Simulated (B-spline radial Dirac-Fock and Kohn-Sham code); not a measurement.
# An X-ray data sheet for Tl¹⁶⁺, step by step

What does theory give for the Tl¹⁶⁺ ion? The session works out its X-ray form factor and Compton profile, the binding energy of each subshell and how cheaper methods do for the levels.

The numbers are computed with B-spline radial Dirac-Fock and Kohn-Sham code (version 2): a free atom or ion on a radial basis; each step names its model.

### Step 1. What is computed

The Tl¹⁶⁺ ion, [Kr] 4d10 4f14 5s2 5p3.

```yaml
nuclear_charge: 81
electrons: 65
mass_number: 205
nuclear_rms_radius: 5.4759 fm
```

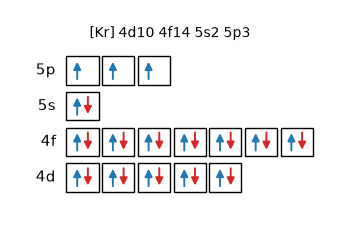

The shells outside the core; arrows follow Hund's rule for the drawing alone (heavy ions are jj-coupled), while the calculation averages over the configuration.

### Step 2. Scattering by the electron cloud

Model: Dirac-Fock average of configuration, finite nucleus; form factor of the spherical density, Waller-Hartree incoherent function, impulse-approximation Compton profiles.

Settings, as recorded:

```ini
task = scatter
Z = 81
charge = 16
configuration = 1s2 2s2 2p6 3s2 3p6 3d10 4s2 4p6 4d10 4f14 5s2 5p3
mass_number = 205
rms_radius = 5.4759  # fm
s = [0.0, 0.05, 0.1, 0.15, 0.2, 0.25, 0.3, 0.35, 0.4, 0.45, 0.5, 0.6, 0.7, 0.8, 0.9, 1.0, 1.1, 1.2, 1.4, 1.6, 1.8, 2.0, 2.5, 3.0, 3.5, 4.0, 5.0, 6.0]  # 1/A
pz = [0, 0.1, 0.2, 0.3, 0.4, 0.5, 0.6, 0.8, 1.0, 1.2, 1.4, 1.6, 1.8, 2.0, 2.5, 3.0, 4.0, 5.0, 7.0, 10.0, 15.0, 20.0, 30.0, 40.0, 60.0, 100.0]  # a.u.
photon_energy = [1000, 17479.3, 20000, 30000, 50000, 100000, 200000, 1000000]  # eV
```

The program writes no log. Results of the run, from its result record (rounded, main fields):

```text
{
  "status": "converged",
  "form_factor [e]": [65.0, 64.782, 64.136, 63.088, 61.681, 59.967, 58.005, 55.859, 53.589, 51.252, 48.897, 44.285, 39.976, 36.076, 32.61, 29.565, 26.913, 24.622, 20.989, 18.389, 16.531, 15.142, 12.514, 10.214, 8.2445, 6.782, 5.1736, 4.3795],
  "incoherent": [2.1966e-11, 0.20062, 0.78503, 1.7045, 2.8889, 4.2595, 5.7415, 7.2726, 8.8071, 10.316, 11.783, 14.571, 17.168, 19.591, 21.86, 23.988, 25.987, 27.871, 31.349, 34.522, 37.429, 40.053, 45.266, 48.874, 51.498, 53.54, 56.544, 58.612],
  "compton_total [1/a.u.]": [4.4777, 4.4748, 4.4661, 4.4517, 4.4316, 4.4061, 4.3752, 4.2987, 4.2049, 4.0974, 3.9804, 3.8585, 3.7362, 3.6173, 3.3501, 3.1302, 2.7497, 2.342, 1.5641, 0.8915, 0.43955, 0.24542, 0.095307, 0.044679, 0.014334, 0.0030695],
  "shells": ["1s1/2", "2s1/2", "2p1/2", "2p3/2", "3s1/2", "3p1/2", "3p3/2", "3d3/2", "3d5/2", "4s1/2", "4p1/2", "4p3/2", "4d3/2", "4d5/2", "4f5/2", "4f7/2", "5s1/2", "5p1/2", "5p3/2"],
  "occupation": [2.0, 2.0, 2.0, 4.0, 2.0, 2.0, 4.0, 4.0, 6.0, 2.0, 2.0, 4.0, 4.0, 6.0, 6.0, 8.0, 2.0, 1.0, 2.0],
  "mean_momentum [a.u.]": [88.766, 31.682, 41.539, 35.634, 15.941, 19.005, 17.234, 20.727, 20.134, 8.3211, 9.3435, 8.6043, 9.5894, 9.3433, 9.9128, 9.7924, 4.1634, 4.5148, 4.2483],
  "r2 [bohr^2]": 11.893,
  "r_inverse [1/bohr]": 619.6,
  "r1 [bohr]": 21.855,
  "coherent [b]": [2786.2, 879.3, 747.41, 445.42, 212.52, 69.405, 20.441, 0.97646],
  "incoherent_cross_section [b]": [0.17166, 13.197, 14.64, 19.106, 23.625, 25.96, 24.027, 13.56],
  "radial_jk": {
    "5p": {"j0": [1.0, 0.98366, 0.93596, 0.8607, 0.7637, 0.65213, 0.53369, 0.41583, 0.30509, 0.2066, 0.12378, 0.010476, -0.038188, -0.04039, -0.018257, 0.0098476, 0.032539, 0.045146, 0.042807, 0.023064, 0.0052263, -0.0036009, 0.0013691, 0.0096848, 0.0090905, 0.004845, 5.2783e-05, 0.00081535], "j2": [0.0, 0.0065172, 0.025316, 0.054248, 0.090069, 0.12889, 0.16668, 0.19976, 0.2252, 0.24107, 0.24656, 0.22822, 0.18115, 0.12222, 0.06678, 0.024545, -0.0011561, -0.011803, -0.0046293, 0.01339, 0.024295, 0.025089, 0.0083035, -0.001341, -0.00015181, 0.0034303, 0.0049748, 0.0021956], "r2": 0.89296, "r4": 1.1041, "r6": 1.7579}
  }
}
```

The scattering functions against s = sin θ / λ:

```tsv
s (1/Å)	f (e)	f / N	S(s)
0	65.00	1.000	0
0.100	64.14	0.987	0.7850
0.200	61.68	0.949	2.889
0.300	58.01	0.892	5.742
0.400	53.59	0.824	8.807
0.500	48.90	0.752	11.78
0.700	39.98	0.615	17.17
0.900	32.61	0.502	21.86
1.10	26.91	0.414	25.99
1.40	20.99	0.323	31.35
1.80	16.53	0.254	37.43
2.50	12.51	0.193	45.27
3.50	8.244	0.127	51.50
5.00	5.174	0.080	56.54
```

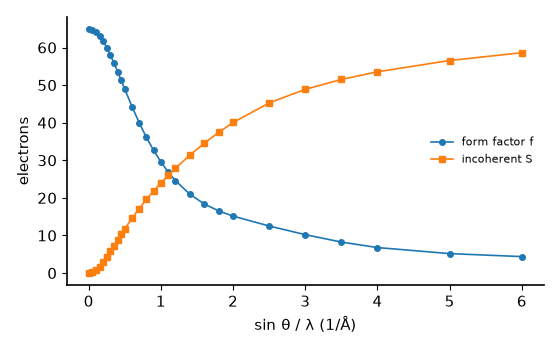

Form factor and incoherent scattering function.

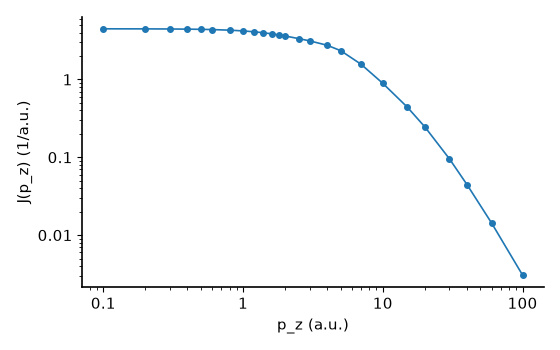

Compton profile, summed over all shells.

### Step 3. Hole states by ΔSCF

Model: Dirac-Fock average of configuration, Delta-SCF, finite nucleus, first-order Breit with its frequency dependence, self-energy and vacuum polarisation.

The run's settings:

```ini
task = binding
```

The program writes no log. Results of the run, from its result record (rounded, main fields):

```text
{
  "status": "converged",
  "shells": ["K", "L1", "L2", "L3", "M1", "M2", "M3", "M4", "M5", "N1", "N2", "N3", "N4", "N5", "N6", "N7", "O1", "O2,3"],
  "total_energy_parts [Ha]": [-20188.1701, 26.4415141, -2.80022502, -0.528342086, 19.9664974, -3.98452754],
  "koopmans [eV]": [86450.0, 15824.2, 15174.6, 13105.1, 4103.63, 3812.44, 3345.89, 2872.3, 2773.52, 1210.83, 1083.88, 968.506, 761.714, 739.838, 471.545, 466.671, 451.63, 387.887],
  "dirac_coulomb [eV]": [86365.0, 15776.5, 15121.8, 13056.5, 4079.96, 3787.27, 3323.13, 2846.54, 2748.5, 1204.16, "-", 962.871, 756.07, 734.532, 466.108, 461.412, 450.996, 387.391],
  "gaunt [eV]": [-342.053, -38.9961, -66.6237, -44.5914, -7.35999, -12.7819, -8.21537, -5.70764, -3.95461, -1.68352, "-", -1.73546, -0.94474, -0.558271, 0.0126854, 0.176107, -0.423081, -0.498047],
  "retardation [eV]": [25.5634, 3.40436, 6.99976, 7.00832, 0.654475, 1.32732, 1.33593, 0.60072, 0.582815, 0.170193, "-", 0.312446, 0.108992, 0.105949, -0.023439, -0.0228211, 0.0450642, 0.0781915],
  "breit_frequency [eV]": [6.45101, -0.536948, -0.0966269, 2.869, -0.141595, -0.177145, 0.589995, -0.0551153, 0.00968627, -0.0377244, "-", 0.142221, -0.0170647, -0.00142324, -0.00988683, -0.00797354, -0.0100833, 0.0181957],
  "self_energy [eV]": [-207.47, -31.3281, -1.08939, -2.58294, -7.28727, -0.410615, -0.655599, 0.507085, 0.243257, -1.83217, "-", -0.130958, 0.136535, 0.0780184, 0.104466, 0.0851117, -0.446627, -0.0183245],
  "vacuum_polarisation [eV]": [43.7015, 6.24179, 0.421765, -0.210177, 1.42063, 0.103328, -0.0615117, -0.0683454, -0.0646321, 0.358585, "-", -0.0198651, -0.0198827, -0.018917, -0.0139862, -0.0136751, 0.0876787, -0.00289221],
  "binding [eV]": [85891.2, 15715.3, 15061.4, 13019.0, 4067.25, 3775.33, 3316.13, 2841.81, 2745.32, 1201.13, "-", 961.439, 755.334, 734.137, 466.178, 461.629, 450.249, 386.968],
  "mean_radius [bohr]": [0.0163194, 0.0680274, 0.0559561, 0.0647075, 0.176605, 0.167277, 0.183161, 0.159524, 0.164363, 0.390494, 0.392776, 0.42473, 0.429397, 0.439885, 0.448109, 0.453693, 0.822627, 0.913853]
}
```

total_energy_parts: Dirac-Coulomb, Gaunt, retardation, frequency dependence, self-energy, vacuum polarisation. Blank entries are hole states that did not converge, or in which two open shells of one symmetry are about equally filled, where the average of configuration falls too low.

The binding energies by parts, in eV; the parts add up.

```tsv
level	-ε	relaxation	Breit	QED	binding
1s	86450.0	-85.03	-310.04	-163.77	85891.2
2s	15824.2	-47.72	-36.13	-25.09	15715.3
2p1/2	15174.6	-52.85	-59.72	-0.67	15061.4
2p3/2	13105.1	-48.63	-34.71	-2.79	13019.0
3s	4103.6	-23.67	-6.85	-5.87	4067.3
3p1/2	3812.4	-25.17	-11.63	-0.31	3775.3
3p3/2	3345.9	-22.75	-6.29	-0.72	3316.1
3d3/2	2872.3	-25.76	-5.16	0.44	2841.8
3d5/2	2773.5	-25.02	-3.36	0.18	2745.3
4s	1210.8	-6.67	-1.55	-1.47	1201.1
4p3/2	968.5	-5.64	-1.28	-0.15	961.4
4d3/2	761.7	-5.64	-0.85	0.12	755.3
4d5/2	739.8	-5.31	-0.45	0.06	734.1
4f5/2	471.5	-5.44	-0.02	0.09	466.2
4f7/2	466.7	-5.26	0.15	0.07	461.6
5s	451.6	-0.63	-0.39	-0.36	450.2
5p	387.9	-0.50	-0.40	-0.02	387.0
```

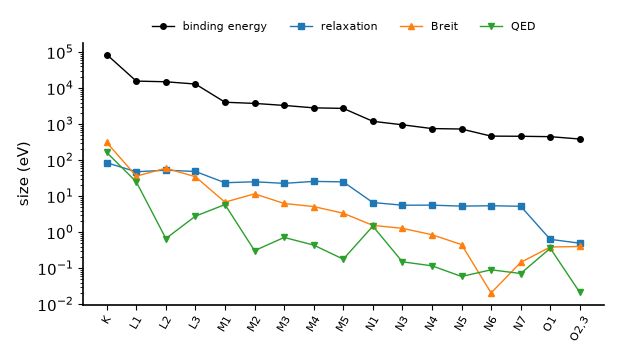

Binding energies and the sizes of their corrections, level by level (signs dropped).

X-ray lines as differences of these levels:

```tsv
line	energy (eV)
Kβ2' (K-N3)	84929.7
Kβ1 (K-M3)	82575.0
Kβ3 (K-M2)	82115.8
Kα1 (K-L3)	72872.2
Kα2 (K-L2)	70829.8
Lγ3 (L1-N3)	14753.8
Lγ1 (L2-N4)	14306.0
Lγ5 (L2-N1)	13860.2
Lβ7 (L3-O1)	12568.7
Lβ3 (L1-M3)	12399.2
Lβ2 (L3-N5)	12284.9
Lβ15 (L3-N4)	12263.7
Lβ1 (L2-M4)	12219.6
Lβ4 (L1-M2)	11939.9
```

### Step 4. Dirac LDA, for comparison

Model: Dirac-Kohn-Sham LDA (Slater exchange, VWN correlation), finite nucleus, spherical and without spin polarisation.

Settings, as recorded:

```ini
task = binding-ladder
method = lda,vwn
relativity = dirac
```

The program writes no log. Results of the run, from its result record (rounded, main fields):

```text
{
  "status": "converged",
  "shells": ["K", "L1", "L2", "L3", "M1", "M2", "M3", "M4", "M5", "N1", "N2", "N3", "N4", "N5", "N6", "N7", "O1", "O2,3"],
  "minus_eigenvalue [eV]": [85713.7, 15534.5, 14936.8, 12872.9, 3963.21, 3691.71, 3232.46, 2780.86, 2682.58, 1140.83, 1023.39, 910.702, 717.858, 696.658, 446.409, 441.582, 439.321, 377.462],
  "delta_scf [eV]": [86354.4, 15661.5, 15098.7, 13008.8, 4006.65, 3738.0, 3274.5, 2830.01, 2730.2, 1164.37, 1046.89, 933.059, 740.039, 718.506, 468.001, 463.012, 453.061, 390.138],
  "total_energy [Ha]": -20184.8665,
  "dirac_fock_binding [eV]": [85891.2, 15715.3, 15061.4, 13019.0, 4067.25, 3775.33, 3316.13, 2841.81, 2745.32, 1201.13, "-", 961.439, 755.334, 734.137, 466.178, 461.629, 450.249, 386.968]
}
```

Against the Dirac-Fock value with Breit and QED (eV):

```tsv
level	-ε	miss	ΔSCF	miss	Dirac-Fock
K	85713.7	-177.4	86354.4	+463.3	85891.2
L1	15534.5	-180.8	15661.5	-53.8	15715.3
L2	14936.8	-124.6	15098.7	+37.4	15061.4
L3	12872.9	-146.0	13008.8	-10.2	13019.0
M1	3963.2	-104.0	4006.7	-60.6	4067.3
M2	3691.7	-83.6	3738.0	-37.3	3775.3
M3	3232.5	-83.7	3274.5	-41.6	3316.1
M4	2780.9	-61.0	2830.0	-11.8	2841.8
M5	2682.6	-62.7	2730.2	-15.1	2745.3
N1	1140.8	-60.3	1164.4	-36.8	1201.1
N3	910.7	-50.7	933.1	-28.4	961.4
N4	717.9	-37.5	740.0	-15.3	755.3
N5	696.7	-37.5	718.5	-15.6	734.1
N6	446.4	-19.8	468.0	+1.8	466.2
N7	441.6	-20.0	463.0	+1.4	461.6
O1	439.3	-10.9	453.1	+2.8	450.2
O2,3	377.5	-9.5	390.1	+3.2	387.0
```

### Step 5. non-relativistic HF, for comparison

Model: non-relativistic Hartree-Fock, average of configuration, point nucleus.

Settings, as recorded:

```ini
task = binding-ladder
method = hf
relativity = nr
```

The program writes no log. Results of the run, from its result record (rounded, main fields):

```text
{
  "status": "converged",
  "shells": ["1s", "2s", "2p", "3s", "3p", "3d", "4s", "4p", "4d", "4f", "5s", "5p"],
  "minus_eigenvalue [eV]": [77938.5, 13526.4, 13014.5, 3522.5, 3279.12, 2831.5, 1059.57, 951.15, 753.076, 484.804, 414.254, 374.909],
  "delta_scf [eV]": [77865.4, 13483.9, 12968.3, 3501.76, 3257.39, 2806.9, 1054.3, 945.883, 747.791, 479.321, 413.787, 374.483],
  "total_energy [Ha]": -18875.8553
}
```

Beside the Dirac-Fock ΔSCF result with Breit and QED, in eV:

```tsv
level	-ε	miss	ΔSCF	miss	Dirac-Fock
1s	77938.5	-7952.7	77865.4	-8025.7	85891.2
2s	13526.4	-2188.9	13483.9	-2231.4	15715.3
2p	13014.5	-685.3	12968.3	-731.5	13699.8
3s	3522.5	-544.8	3501.8	-565.5	4067.3
3p	3279.1	-190.1	3257.4	-211.8	3469.2
3d	2831.5	+47.6	2806.9	+23.0	2783.9
4s	1059.6	-141.6	1054.3	-146.8	1201.1
4d	753.1	+10.5	747.8	+5.2	742.6
4f	484.8	+21.2	479.3	+15.7	463.6
5s	414.3	-36.0	413.8	-36.5	450.2
5p	374.9	-12.1	374.5	-12.5	387.0
```

Spin-orbit partners are averaged with weights 2j + 1.

### Step 6. Cost and miss by method

| method | level | eigenvalue miss (%) | ΔSCF miss (%) | time |
| --- | --- | --- | --- | --- |
| Dirac LDA | K | -0.21 | +0.54 | 7.7 s |
| non-relativistic HF | 1s | -9.26 | -9.34 | 1.3 s |
| Dirac-Fock + Breit + QED | all | - | reference | 18 s |

Times cover the ground state and all hole states of a step, on one thread of a shared host; states solved in an earlier step are reused, and a first call can include compiling.

### Step 7. Outcome

| quantity | value |
| --- | --- |
| rms radius of the electron cloud | 0.428 bohr |
| form factor halves at | 0.90 1/Å |
| Compton profile at zero | 4.478 1/a.u. |
| deepest level listed, K (1s) | 85891.2 eV |
| least bound, O2,3 (5p) | 387.0 eV |
| Kα1 | 72872.2 eV |
| ionisation energy, NIST (theoretical) | 392.000 eV |
| Dirac LDA, K: eigenvalue / ΔSCF | 85713.7 / 86354.4 eV |
| non-relativistic HF, 1s: eigenvalue / ΔSCF | 77938.5 / 77865.4 eV |

In words: The form factor starts at the 65 electrons and halves by s = 0.90 1/Å. Incoherent scattering outweighs coherent from 200 keV on, among the energies asked. For K (1s), relaxation takes off 85.0 eV, Breit terms shift it by -310.04 and QED by -163.77 eV. NIST's ionisation energy differs by +5.03 eV from the least binding energy, within its stated uncertainty. Dirac LDA misses the K level by -0.2 % with its eigenvalue and by +0.5 % with ΔSCF. Breit and QED terms, which only the reference holds, shift this level by tenths of a per cent, so the eigenvalue's nearness can be cancellation. Non-relativistic HF misses the 1s level by -9.3 % with its eigenvalue and by -9.3 % with ΔSCF, as relativity is missing. The Hartree-Fock and Dirac-Fock values hold no electron correlation.
